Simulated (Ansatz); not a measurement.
# CClF2 (chlorodifluoromethyl radical) at U-wB97M-V/STO-3G

Aim: the energy change on altering one bond length of CClF2 (chlorodifluoromethyl radical) at U-wB97M-V/STO-3G, from 2 runs. 

The calculation is run with Ansatz 0.2.0.

67 further runs of the same task are left out: 6 that didn't finish, 61 set aside as unsound or not needed.

## (1) The molecule

The species is CClF2 (4 atoms), meant as a doublet with charge 0. As SMILES, `F[C](F)Cl`. The coordinates come from a PBE0-D4/def2-TZVP relaxation.

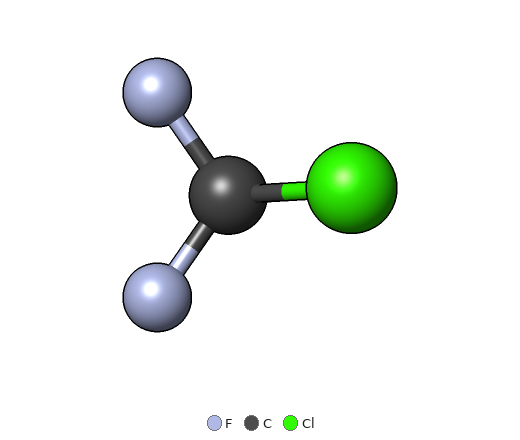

The structure, seen from a chosen angle (fluorine light blue, carbon dark grey, chlorine green).

## (2) The energy at U-wB97M-V/STO-3G

Contents of job.yaml:

```yaml
crystal:
  periodic: [false, false, false]
  atoms:
    - symbol: F
      position_ang: [0.026200, 0.169300, 1.294600]
    - symbol: C
      position_ang: [-0.230600, -0.190200, 0.056400]
    - symbol: F
      position_ang: [0.573000, -1.160700, -0.318600]
    - symbol: Cl
      position_ang: [-0.313000, 1.121200, -1.052700]
basis:
  gaussian:
    orbitals: STO-3G
magnetization:
  spin_polarized: true
  initial_magnetization: 1
hamiltonian:
  xc: {name: wB97M-V}
accuracy: high
```

On the command line:

```sh
$ ansatz run job.yaml --threads 1 --pin off --max-ram 2610MiB --events-out events.jsonl --progress --plain --runs-dir runs
```

Output:

```text
Warning: RAYON_NUM_THREADS=1 ignored (pool sized by the plan → 1); use --threads N
Functional definition: wB97M-V
  name "wB97M-V"
  parameter omega = 0.3/bohr
  parameter cx = 0.15
  parameter cx01 = 1.007
  parameter cx10 = 0.259
  parameter css00 = 0.443
  parameter css04 = -1.437
  parameter css10 = -4.535
  parameter css20 = -3.390
  parameter css43 = 4.278
  parameter cos00 = 1.000
  parameter cos10 = 1.358
  parameter cos20 = 2.924
  parameter cos21 = -8.812
  parameter cos60 = -1.390
  parameter cos61 = 9.142
  parameter b = 6.0
  parameter c = 0.01
  gx(w, u) = 1 - cx + cx01*u + cx10*w
  gss(w, u) = css00 + css04*u^4 + css10*w + css20*w^2 + css43*w^4*u^3
  gos(w, u) = cos00 + cos10*w + (cos20 + cos21*u)*w^2 + (cos60 + cos61*u)*w^6
  exchange = spin_sum(e_x_unif_sr(omega)*gx(b97_w, b97_u_x)) + cx*exact_x_sr(omega) + exact_x_lr(omega)
  correlation = spin_sum(e_c_pw_mod_same_spin*gss(b97_w, b97_u_same))
      + integral(e_c_pw_mod_opposite_spin*gos(b97_w_opposite, b97_u_opposite)) + vv10(b, c)
443 factors; integrals over basis functions are off by at most 4.6e-8 eV
151 factors; integrals over basis functions are off by at most 6.1e-10 eV
mean field evaluation 1: about -18762.3852 eV, gradient 2.0e1 eV
mean field evaluation 2: about -18764.1952 eV, gradient 1.3e1 eV
mean field evaluation 4: about -18765.1775 eV, gradient 3.9e-1 eV
mean field evaluation 8: about -18765.1804 eV, gradient 5.6e-3 eV
mean field evaluation 16: about -18765.1804 eV, gradient 8.0e-6 eV
mean field -18765.18035360 eV, -689.6076584989 hartree, gradient 2.1e-8 eV, S^2 0.751157; 0 other end points of the search recorded, 0 dependent functions left out
reference -18765.18035489 eV, -689.6076585462 hartree; 21, 20 occupied and 3, 4 virtual orbitals, 443 factors
Total energy: -18765.18035489 eV, -689.6076585462 hartree
```

Wall time 24 s (1 thread of Arm Neoverse V2, shared host); peak memory 0.5 GiB.

## (3) The distorted shape, same level

Contents of job.yaml:

```yaml
crystal:
  periodic: [false, false, false]
  atoms:
    - {symbol: F, position_ang: [0.046802, -0.158574, 1.571895]}
    - {symbol: C, position_ang: [-0.209998, -0.518074, 0.333695]}
    - {symbol: F, position_ang: [0.593602, -1.488574, -0.041305]}
    - {symbol: Cl, position_ang: [-0.313000, 1.121200, -1.052700]}
basis:
  gaussian:
    orbitals: STO-3G
magnetization:
  spin_polarized: true
  initial_magnetization: 1
hamiltonian:
  xc: {name: wB97M-V}
accuracy: high
```

On the command line:

```sh
$ ansatz run job.yaml --threads 1 --pin off --max-ram 2610MiB --events-out events.jsonl --progress --plain --runs-dir runs
```

Output (excerpt; [...] marks lines left out):

```text
Warning: RAYON_NUM_THREADS=1 ignored (pool sized by the plan → 1); use --threads N
[... 2 set-up lines as earlier in the session ...]
[...]
  gx(w, u) = 1 - cx + cx01*u + cx10*w
  gss(w, u) = css00 + css04*u^4 + css10*w + css20*w^2 + css43*w^4*u^3
  gos(w, u) = cos00 + cos10*w + (cos20 + cos21*u)*w^2 + (cos60 + cos61*u)*w^6
[...]
      + integral(e_c_pw_mod_opposite_spin*gos(b97_w_opposite, b97_u_opposite)) + vv10(b, c)
438 factors; integrals over basis functions are off by at most 4.6e-8 eV
156 factors; integrals over basis functions are off by at most 6.3e-10 eV
[...]
mean field -18764.92797724 eV, -689.5983838386 hartree, gradient 7.0e-8 eV, S^2 0.756522; 0 other end points of the search recorded, 0 dependent functions left out
reference -18764.92797860 eV, -689.5983838885 hartree; 21, 20 occupied and 3, 4 virtual orbitals, 438 factors
Total energy: -18764.92797860 eV, -689.5983838885 hartree
```

Wall time 26 s (1 thread of Arm Neoverse V2, shared host); peak memory 0.5 GiB.

## (4) What came out

At U-wB97M-V/STO-3G:

```
                                                          quantity          value
                                         first shape: total energy  -689.60766 Eh
                                                 first shape: ⟨S²⟩          0.751
                                     distorted shape: total energy  -689.59838 Eh
                                             distorted shape: ⟨S²⟩          0.757
energy change with the C2–Cl4 bond stretched from 1.719 to 2.149 Å       0.252 eV
```

With the C2–Cl4 bond stretched from 1.719 to 2.149 Å the energy rises by 0.25 eV (5.8 kcal/mol). The first shape isn't relaxed at this level, so the change isn't measured from a minimum. The minimal basis adds a large error of its own.
